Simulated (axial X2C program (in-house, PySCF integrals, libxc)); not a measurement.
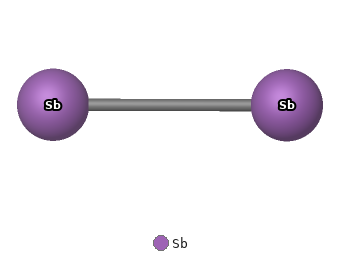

The molecule at the reference distance of 2.476 Å.

Sb₂: relativistic diatomic calculation

- system: Sb₂, single determinant with Ω = 0. The distance is the PBE0 minimum at charge 0.
- method: expectation values, HF and Kohn-Sham, two-component X2C with atomic mean-field Coulomb and Gaunt terms, Sb dyall-cv3z (cores contracted) (axial X2C program (in-house, PySCF integrals, libxc))

## Input
```
{"zs": [51, 51], "q": 0, "bas": ["dyall-cv3z", "dyall-cv3z"], "r0": 2.8, "levels": ["PBE0", "HF", "PBE", "PBE50", "TPSSh"], "nst": 3}
```

The line is the task of a batch: nuclear charges, charge, bases, the levels to run, a first guess of the distance and further settings. This report covers the levels named above. The log is that of the reference distance, started from orbitals converged before.

Launched within a batch (the task file carries these settings):
```bash
python <driver script> task.json out
```

## Output
```
two-component X2C + atomic mean field  PBE0
basis functions 248  fitting functions 1300  grid points 5802
iter        total energy     max residual
   1     -12955.583941088     2.21e-05
   2     -12955.583941088     4.65e-06
converged
one-electron -18897.44685870  Coulomb 5736.97312958  exact exchange -84.61132246  xc functional -258.84091544  nuclear repulsion 555.89253861  atomic mean-field constant -7.55051268
```

## Expectation values by level of theory

```
                                             quantity   PBE0     HF    PBE  PBE50  TPSSh
effective field for an electron dipole moment (GV/cm)      –      –      –      –      –
           field gradient at the first nucleus (a.u.)  −4.19  −5.06  −3.90  −4.48  −3.98
          field gradient at the second nucleus (a.u.)  −4.19  −5.06  −3.90  −4.48  −3.98
                           A∥/gI, first nucleus (MHz)      –      –      –      –      –
                          A∥/gI, second nucleus (MHz)      –      –      –      –      –
```

Each column comes from one determinant, in a basis with contracted cores. A dash marks a value that vanishes by symmetry, wasn't computed or didn't converge. The spread over the levels shows only part of the uncertainty.

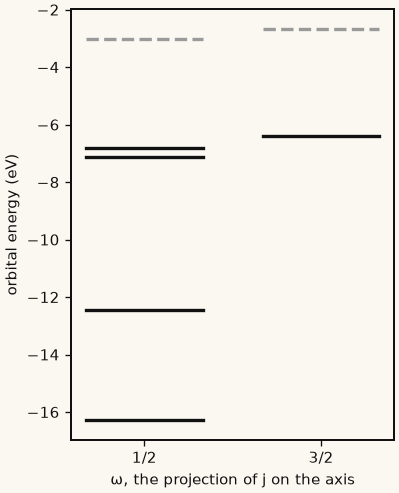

Orbital energies (PBE0) near the frontier at 2.48 Å, filled (solid) and empty (dashed); the Kramers partners at −ω are degenerate and not drawn. The highest filled spinor (3/2; 48 % Sb p, 48 % Sb p) lies at −6.41 eV, the lowest empty one (1/2; 44 % Sb p, 44 % Sb p) at −3.03 eV.

## Key numbers

- outcome: converged
- hardware: 1 thread of Arm Neoverse V1, 24 GiB of memory available, shared host
- wall time: 5.3 s
- peak memory: 0.55 GiB
